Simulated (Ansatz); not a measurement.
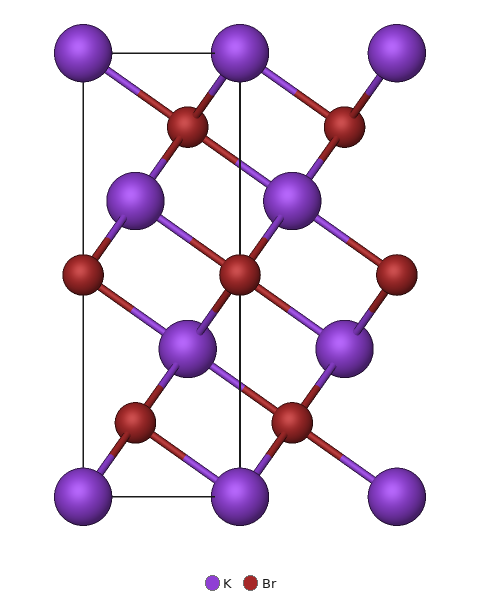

Projection along an edge of the hexagonal mesh, stacking direction [111] upwards. Every atom sits on one of the three columns of the mesh; call them A, B, C in the order in which they first turn up. The box is the hexagonal cell of the face-centred cubic lattice. The sequence starts with the first layer at or above the cell's origin.

KBr. Coordinates: the end point of a relaxation with DFT PBE+D3(BJ), scalar-relativistic, plane waves, PAW (Ansatz).

Question: Read off the stacking sequence over one period.

Answer: K(A) – Br(B) – K(C) – Br(A) – K(B) – Br(C) (six layers in 11.37 Å).

Question: How are the Br layers alone stacked?

Answer: Br layers alone: BAC, the cubic close-packed type.

Question: Which positions between or in the Br layers do the other atoms fill?

Answer: K: three octahedral sites in each hexagonal cell.
